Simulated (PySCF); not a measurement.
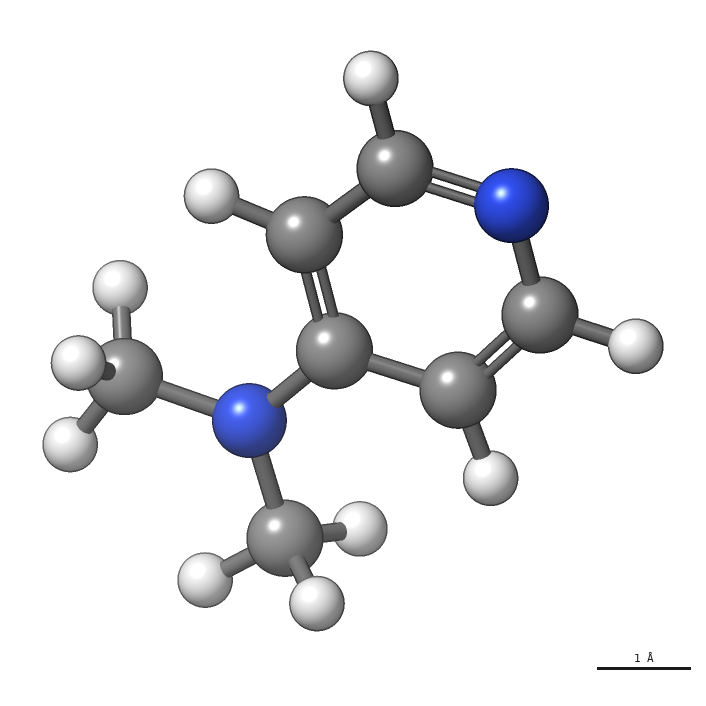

Ball-and-stick drawing of a structure. Colours: carbon grey, nitrogen blue, hydrogen white.

What does the picture show?

The molecule is C₇H₁₀N₂. SMILES: `CN(C)c1ccncc1`. Independent rings (smallest set): 1 of 6 members, 1 of them aromatic. The point group is C2v. Coordination: 2 C tetrahedral; 1 N trigonal planar; 5 C trigonal planar; 1 N bent.

More results for the same structure follow; atom numbers are the same in all pictures, views and colours differ. Computed geometry: PBE0-D3(BJ)/def2-SVP optimisation. No frequency run is at hand to confirm it as a minimum.

**Geometry**

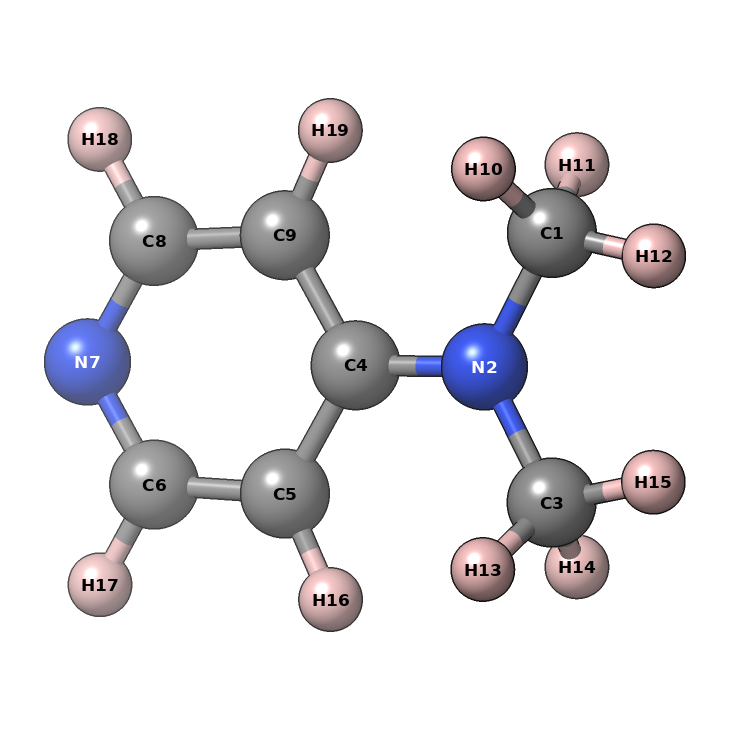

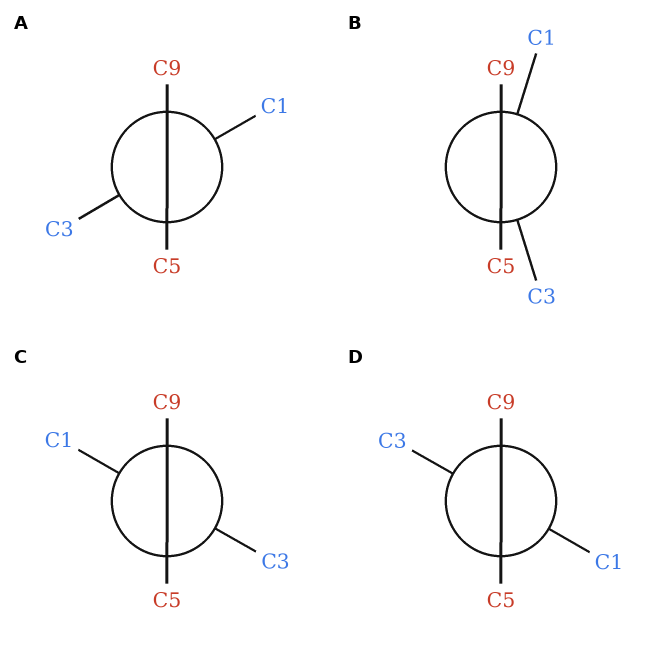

Depth is shown by fading: the farther an atom, the more it takes the colour of the background. Bonds that would overlap in a projection are set slightly apart. No frequency run is at hand to confirm it as a minimum.

Which Newman projection shows the view along C4–N2, with C4 in front?

B. The torsion angle C5–C4–N2–C1 is 180°, antiperiplanar (anti).

**Levels of theory compared**

No frequency run is at hand to confirm it as a minimum. Program: PySCF 2.14.0.

Tabulate HOMO–LUMO gap (eV) at these levels: PBE0/pcSseg-1 in benzene (IEF-PCM); PBE0/pcSseg-1 in chloroform (IEF-PCM); PBE0/pcSseg-1 in cyclohexane (IEF-PCM); WP04/pcSseg-1 in chloroform (IEF-PCM); ωB97X-D/def2-SVPD; ωB97X-D/def2-SVPD in benzene (IEF-PCM); ωB97X-D/def2-SVPD in chloroform (IEF-PCM); ωB97X-D/pcSseg-1 in chloroform (IEF-PCM).

```csv
level,HOMO–LUMO gap (eV)
PBE0/pcSseg-1 in benzene (IEF-PCM),5.90
PBE0/pcSseg-1 in chloroform (IEF-PCM),5.84
PBE0/pcSseg-1 in cyclohexane (IEF-PCM),5.91
WP04/pcSseg-1 in chloroform (IEF-PCM),4.98
ωB97X-D/def2-SVPD,9.44
ωB97X-D/def2-SVPD in benzene (IEF-PCM),9.35
ωB97X-D/def2-SVPD in chloroform (IEF-PCM),9.30
ωB97X-D/pcSseg-1 in chloroform (IEF-PCM),9.32
```

**Excitation**

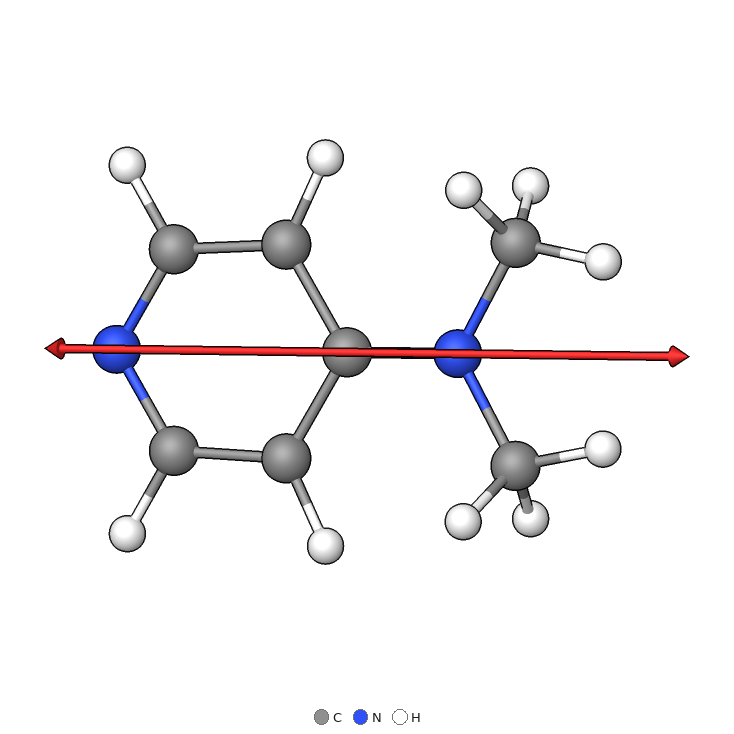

The double arrow shows the direction of the transition dipole to excited singlet state 2 (its length means nothing). No frequency run is at hand to confirm it as a minimum. Properties computed with TDDFT ωB97X-D/def2-SVPD, vertical, IEF-PCM benzene (non-equilibrium linear response), core orbitals frozen in the response (PySCF 2.14.0).

Where does the transition lie, and how strong is it?

5.46 eV (227 nm), oscillator strength 0.40, mainly HOMO → LUMO+1 (weight 0.93); transition dipole 4.40 D.

**Ring current**

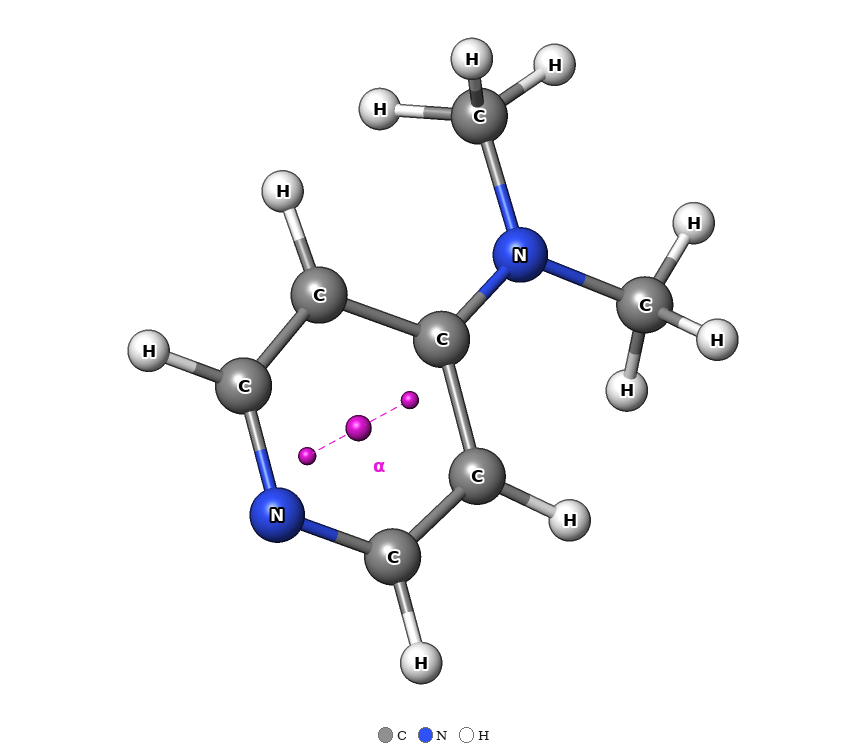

The small points mark where nucleus-independent chemical shifts (NICS) were computed: at the centre of each lettered ring and 1 Å above and below it. No frequency run is at hand to confirm it as a minimum. Level of theory: GIAO PBE0/pcSseg-1 NMR shielding, non-relativistic, IEF-PCM cyclohexane (PySCF 2.14.0).

Give NICS(0), NICS(1) and the out-of-plane component NICS(1)zz for each ring (means of the two sides).

```tsv
ring	members	NICS(0)	NICS(1)	NICS(1)zz
α	C5N	−7.1	−10.1	−24.2
```

Values in ppm.

What do the values say about the ring currents?

Ring α: diatropic, as in an aromatic ring. NICS is one index among several.
